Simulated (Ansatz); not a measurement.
Computed with PBE (plane waves to 420 eV, PAW; Ansatz, an electronic-structure program).

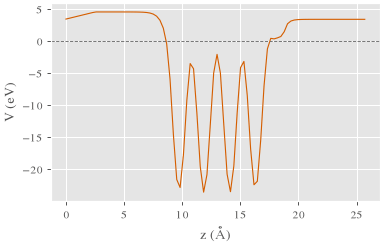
Figure. Plane-averaged electrostatic potential energy along the normal, in eV from the Fermi level, for NH2 on the 1x1 (110) surface of bcc Mo, one in a 2x2 cell, started at the site 'bridge Mo-Mo (span 2.7 Å)'

Slab: 19 atoms, 6.5 Å thick at the start under the adsorbate (thin: gaps and levels are the slab's own); k 6x6x1, smearing 0.1 eV, dipole-corrected; 8 atoms held, the rest relaxed; held to the start's symmetry, so lower structures may exist; no spin, no spin-orbit, no U, no dispersion correction. At the end it is bonded to 2 Mo. In PBE it is, or lies within 0.03 eV of, the lowest of the starts that converged.

Problem. The surface cell has an area of 28.26 Å². What dipole along the normal does the step between the two vacuum levels imply?

Solution. the top vacuum level lies 1.15 eV below the bottom one; p = −ε₀ A ΔV (ε₀ = 0.005526 e/(V·Å)) gives 0.18 e·Å a cell.
